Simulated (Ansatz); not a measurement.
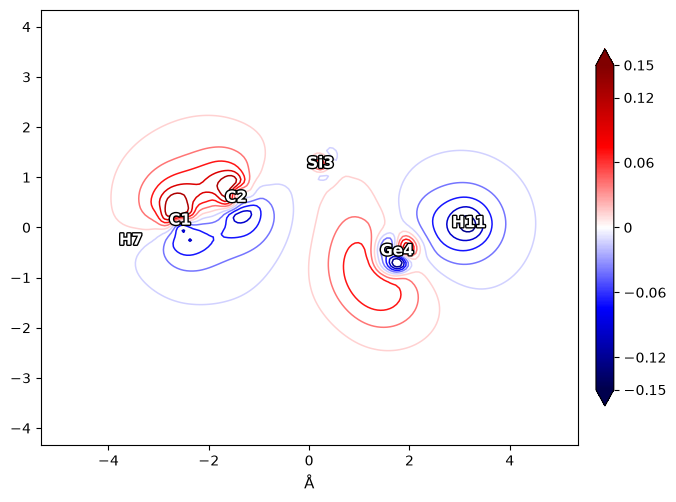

C4H10GeSi (SMILES C#C[SiH2][GeH2][CH2]C). The HOMO−1 on the plane of atoms C2, Si3 and Ge4 (values in Å⁻³ᐟ²; the overall sign is arbitrary).

Not at a stationary point (largest force 1.0 eV/Å).

Computed with SCF B3LYP, Gaussian basis (Ansatz).

The calculation's input:

```
crystal:
  periodic: [false, false, false]
  atoms:
    - { symbol: C, position_ang: [3.0859, 0.5652, -1.2394] }
    - { symbol: C, position_ang: [2.3604, 0.6831, -0.2845] }
    - { symbol: Si, position_ang: [1.2643, 0.8579, 1.1513] }
    - { symbol: Ge, position_ang: [-0.2531, -0.8872, 1.1587] }
    - { symbol: C, position_ang: [-1.1706, -0.9637, -0.5599] }
    - { symbol: C, position_ang: [-1.9877, 0.2995, -0.7881] }
    - { symbol: H, position_ang: [3.7228, 0.4615, -2.0782] }
    - { symbol: H, position_ang: [2.0584, 0.8271, 2.3882] }
    - { symbol: H, position_ang: [0.539, 2.1335, 1.0584] }
    - { symbol: H, position_ang: [0.5062, -2.2185, 1.3882] }
    - { symbol: H, position_ang: [-1.2872, -0.6756, 2.2935] }
    - { symbol: H, position_ang: [-0.4167, -1.0732, -1.3677] }
    - { symbol: H, position_ang: [-1.8414, -1.8483, -0.5703] }
    - { symbol: H, position_ang: [-2.5177, 0.2285, -1.7611] }
    - { symbol: H, position_ang: [-1.323, 1.1888, -0.8096] }
    - { symbol: H, position_ang: [-2.7395, 0.4213, 0.0203] }
basis:
  gaussian:
    orbitals: def2-SVPD
hamiltonian:
  xc: b3lyp
output:
  orbitals: {}
  forces: true
```

Command:

```sh
python c4h10gesi_energy.py
```

Question: Describe this orbital and give its energy.

Answer: By Hirshfeld shares it lies mainly on C1 (about 30 %), C2 (about 25 %), C5 (about 10 %), Ge4 (about 10 %) and Si3 (about 5 %). Its energy is −8.05 eV.
